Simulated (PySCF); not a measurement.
SMILES C=Cc1ccc(O[SiH3])s1 (C6H8OSSi), GFN2-xTB optimised geometry. Atoms within 1.6 Å of the plane z = 0.0 Å (x, y, z in Å): C1 (-2.30, -2.99, 0.00), C2 (-0.97, -3.05, 0.00), C3 (-0.10, -1.91, 0.00), C4 (1.27, -1.91, 0.00), C5 (1.85, -0.62, 0.00), C6 (0.91, 0.37, 0.00), O7 (1.15, 1.68, 0.00), Si8 (0.13, 2.96, -0.01), S9 (-0.71, -0.27, 0.00), H10 (-2.82, -2.05, 0.00), H11 (-2.90, -3.88, 0.00), H12 (-0.46, -4.00, 0.00), H13 (1.85, -2.81, 0.00), H14 (2.90, -0.43, 0.00), H15 (-0.70, 2.93, -1.20), H16 (1.15, 4.00, 0.00), H17 (-0.71, 2.93, 1.19).

Calculation: CAM-B3LYP/def2-SVP run with PySCF. Cells within 0.4 Å of a nucleus heavier than hydrogen are left out (blank, or x).

Map of the log10 of the electron density (e/bohr³), floored at −4 on the plane z = 0.0 Å:

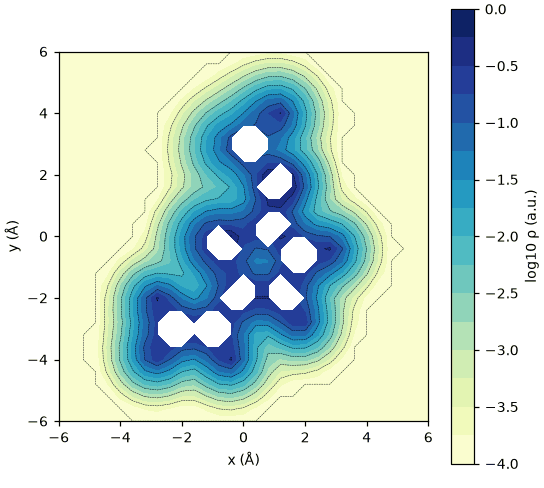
Figure: Log10 of the electron density (e/bohr³), floored at −4 on the plane z = 0.0 Å.
